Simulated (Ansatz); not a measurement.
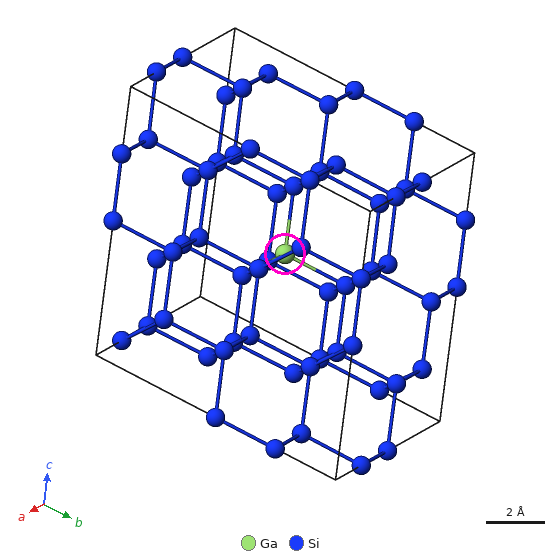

An orthographic ball-and-stick view of the structure, slightly off an axis. The frame is the supercell; atoms at its boundary are shown with their periodic copies. The host is Si, in a cell of 32 sites, and the cell carries a charge of -1. A ring marks the defect's site.

### Describe the defect.

Gallium on a silicon site (a substitutional impurity). It is bonded to four Si in a tetrahedral arrangement at about 2.4 Å.

The atoms were relaxed in the host's cell with Ansatz 0.2.0, DFT PBE, scalar-relativistic, plane waves, PAW.
